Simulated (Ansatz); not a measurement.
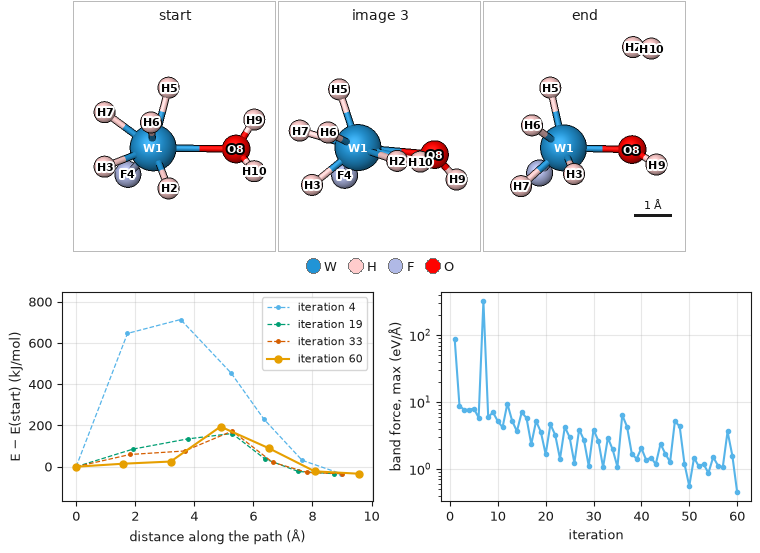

A search for the minimum-energy path of WH7OF by the nudged elastic band. Images are numbered from 0 (start) to 6 (end). The plot follows the band through its iterations. The picture is a ball-and-stick view, seen at a tilt.

Method: RHF/def2-SVP in Ansatz 0.2.0. Set-up: 5 movable images; climbing image; force threshold 0.05 eV/Å; iteration limit 60; optimiser L-BFGS; largest step 0.5 Å; starting path through a guess of the saddle point.

**How did the profile develop, and is the result final?**

The result isn't final. The band hadn't converged when the run stopped after 60 iterations. The largest component of the band force went from 87 to 0.46 eV/Å. The barrier read from it is provisional: over the last two iterations the highest image moved from 201.5 kJ/mol to 194.5 kJ/mol. The step length is far from the usual. The first iteration put the highest image at 1943.1 kJ/mol. The energy climbs by 194.5 kJ/mol to image 3 and then falls by 228.4 kJ/mol, so the end point sits at −33.9 kJ/mol.

Limits of the set-up: Hartree-Fock leaves out electron correlation.

The run took 9.6 min on 1 thread of Arm Neoverse V1 (shared host), peak memory 0.21 GiB.
